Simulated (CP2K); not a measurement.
Consider fluorooxirane at its PBE geometry (Å).

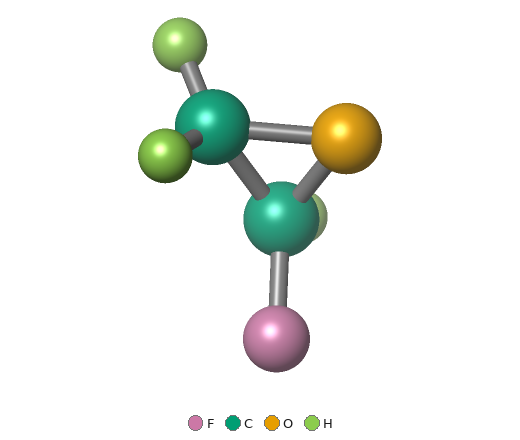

The molecule (fluorine pink, carbon teal, oxygen orange, hydrogen green).

```xyz
7

F     1.4572   -0.9664   -0.4082
C     0.6845    0.1046    0.0110
C    -0.7711   -0.0053   -0.0866
O    -0.0436   -0.0947    1.1940
H     1.2541    1.0330   -0.0788
H    -1.3938    0.8840   -0.2043
H    -1.1873   -0.9552   -0.4271
```

Method: CP2K XAS_TDP, all-electron GAPW, PBEh(45%), aug-cc-pVDZ, TDA, GW2X-corrected core level, no relativity.

Q: Predict the bright core excitations at the O K edge.

Leading lines: O4 535.34 eV. The leading line of an atom is its first one with 35 % of the strongest within 2.5 eV of its lowest line over the strength cut. Core ionisation energies at this level: O4 539.01 eV.

The first six lines of each atom with a strength over 0.0015:

```csv
atom,energy (eV),states,"strength, one atom",above the computed threshold
O4 (bonded to 2 C),535.34,1,0.0425,
,537.07,1,0.0348,
,538.34,1,0.0032,
,538.55,1,0.0057,
,539.24,1,0.0171,yes
,540.81,1,0.0076,yes
```

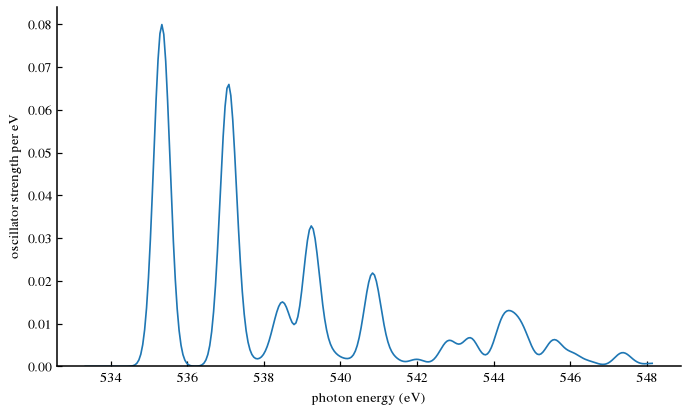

All atoms added, broadened by 0.5 eV.

Lines are vertical, at one geometry, with no vibrational structure. GW2X ionisation energies and lines can be off by 1 to 2 eV either way, and a good line position may hide errors that cancel. These values hold no scalar relativity, about 0.4 eV for O 1s. Rydberg lines, and the discretised continuum above threshold, depend on the basis and the box.

[Banner, clock and machine lines of the logs are left out without a mark of their own.]

[Logs are printed without paths, hosts, clocks, repeated set-up lines and the standing remarks that a program may print on its own settings, such as how far it seeks lower states.]

[Hosts, paths, dates, database ids (printed as entryN), source tags and the programs' standing remarks are cut or masked in the printed files.]
